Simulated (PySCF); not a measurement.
C6H13BOSi

```xyz
22

C    -1.4241   -1.7035   -0.4012
C    -1.0877   -0.4773    0.0323
B    -2.0500    0.2804    0.9916
C    -2.1162    1.8506    1.0680
C     0.1376    0.1958   -0.4397
Si    0.5748    0.3814   -2.2875
C     1.3704   -0.6111   -0.9008
O     2.6092   -0.1556   -0.4306
C     2.8606   -0.5081    0.9095
H    -0.8587   -2.2489   -1.1408
H    -2.3102   -2.1912   -0.0331
H    -2.7673   -0.3449    1.6801
H    -1.7842    2.1723    2.0604
H    -1.5150    2.3770    0.3298
H    -3.1456    2.2005    0.9782
H     0.4199    1.0387    0.1844
H    -0.2609   -0.3359   -3.2323
H     1.2478    1.5857   -2.7204
H     1.2726   -1.6943   -0.8249
H     2.8705   -1.5989    1.0296
H     3.8407   -0.1049    1.1615
H     2.1054   -0.0881    1.5840
```

Geometry: GFN2-xTB.

These are results of PBE0/pcSseg-1, SCF density, gas phase, non-relativistic in PySCF, not measurements.

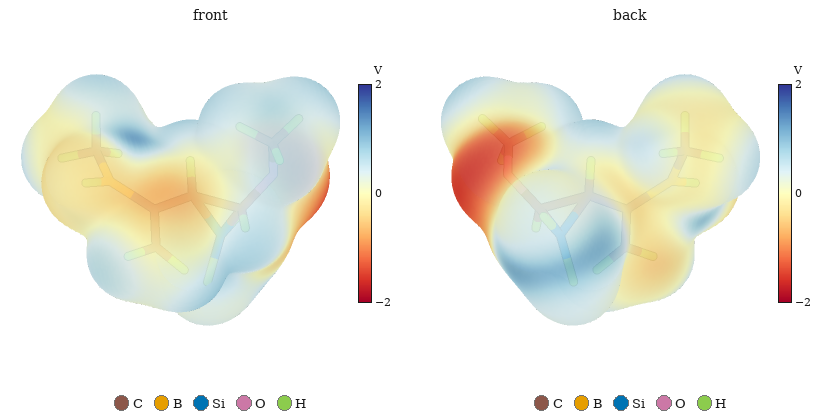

Figure 1. The molecular electrostatic potential painted on the density surface at 0.002 e/bohr³, seen from the front and from behind; red is negative and blue positive.

> Which sites attract a positive test charge, and which a negative one?

A positive charge is drawn to the negative regions and a negative charge to the positive ones. The most negative region (about −1.5 V) lies over O8, the most positive (about +1.2 V) over B3 and Si6. O8 is the likeliest acceptor of a hydrogen bond.

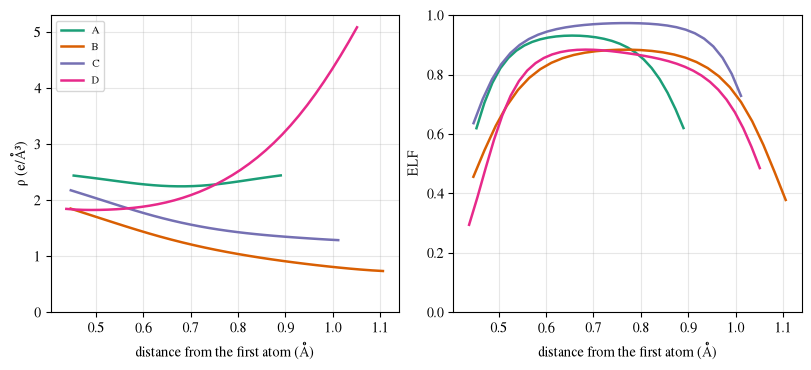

Figure 2. Electron density and ELF along straight lines between neighbouring atoms. The curves leave out the atomic cores.

> Which curve belongs to which contact (C–B, C–C, C–O and C–Si)? The first atom named is at distance zero.

Curve A: C–C (1.34 Å): ρ at the midpoint is about 2.2 e/Å³; the ELF peaks at about 0.95 between the atoms: a multiple bond. Curve B: C–Si (1.88 Å): ρ at the midpoint is about 0.86 e/Å³; the ELF peaks at about 0.90 between the atoms, as expected for localised, covalent bonding. Curve C: C–B (1.56 Å): ρ is about 1.5 e/Å³ halfway; the ELF peaks at about 1 between the atoms; localised, covalent bonding. Curve D: C–O (1.40 Å): ρ at the midpoint is about 2.1 e/Å³, with its minimum of 1.8 e/Å³ about 0.5 Å from C; the ELF peaks at about 0.90 between the atoms; a polar covalent bond.
